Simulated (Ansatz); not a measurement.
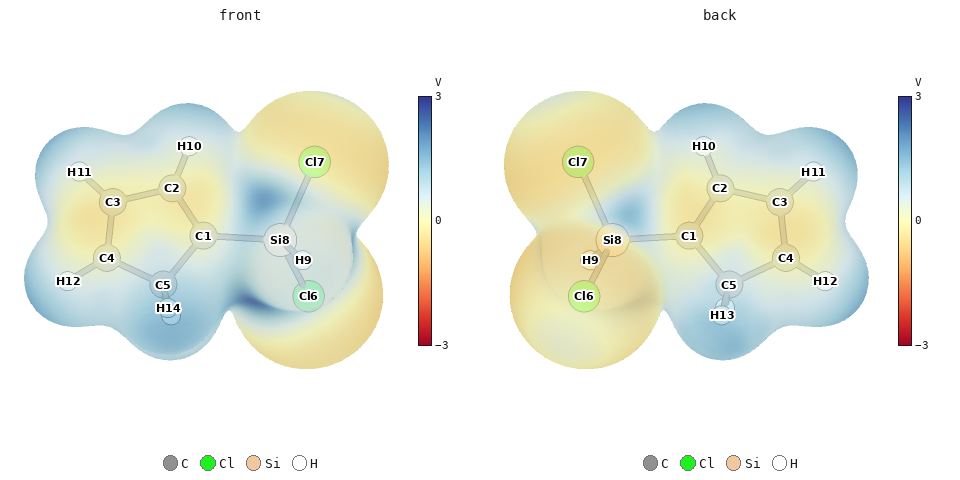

C5H6Cl2Si (SMILES Cl[SiH](Cl)C1=CC=CC1). The molecular electrostatic potential painted on the density surface at 0.004 e/bohr³, seen from the front and from behind; red is negative and blue positive.

Geometry: B3LYP/def2-SVP.

Method: isolated molecule in a Gaussian basis; Kohn-Sham density functional theory, functional PBE0 in Ansatz 0.2.0.

The calculation's input:

```
crystal:
  periodic: [false, false, false]
  atoms:
    - {symbol: C, position_ang: [0.087404, -1.214258, -0.097965]}
    - {symbol: C, position_ang: [-0.704839, -0.267233, 0.480397]}
    - {symbol: C, position_ang: [-0.360018, -0.111699, 1.893750]}
    - {symbol: C, position_ang: [0.644754, -0.966661, 2.196902]}
    - {symbol: C, position_ang: [1.021711, -1.746370, 0.970605]}
    - {symbol: Cl, position_ang: [-0.215438, -3.841200, -1.921972]}
    - {symbol: Cl, position_ang: [-1.555653, -0.853514, -2.830894]}
    - {symbol: Si, position_ang: [0.031171, -1.772908, -1.854517]}
    - {symbol: H, position_ang: [1.259932, -1.482167, -2.630932]}
    - {symbol: H, position_ang: [-1.490511, 0.294743, -0.028773]}
    - {symbol: H, position_ang: [-0.847561, 0.584474, 2.578404]}
    - {symbol: H, position_ang: [1.123837, -1.091113, 3.169425]}
    - {symbol: H, position_ang: [0.893449, -2.836000, 1.116180]}
    - {symbol: H, position_ang: [2.087938, -1.606704, 0.706431]}
basis:
  gaussian:
    orbitals: def2-SVPD
hamiltonian:
  xc: pbe0
output: {forces: true, orbitals: {seedname: orbitals}}
```

Run with:

```sh
ansatz run input.yaml --threads 4 --pin off --max-ram 7830MiB --events-out events.jsonl --progress --plain --runs-dir runs
```

> Which sites attract a positive test charge, and which a negative one?

A positive charge is drawn to the negative regions and a negative charge to the positive ones. The most negative region (about −0.6 V) lies over Cl6 and Cl7, the most positive (about +2.1 V) over Si8. Cl6 shows a σ-hole: about +0.3 V at the tip opposite its bond, against about −0.4 V on its flanks. Cl7 shows a σ-hole: about +0.4 V at the tip opposite its bond, against about −0.3 V on its flanks.

> What dipole moment does the calculation give?

Its dipole moment is 2.97 D.
